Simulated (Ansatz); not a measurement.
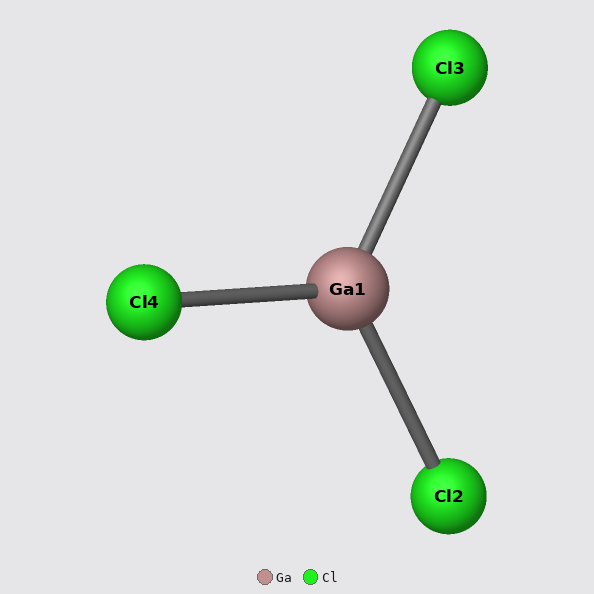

Harmonic vibrations computed with RKS PBE0-D4/def2-TZVP (Ansatz 0.2.0) at a stationary point of the same level.

**How many imaginary frequencies does it have?**

A minimum: no imaginary frequency, and the lowest mode lies at 123 cm⁻¹.

**List the wavenumbers.**

6 modes: 123, 124, 139, 381, 471, 471 cm⁻¹.
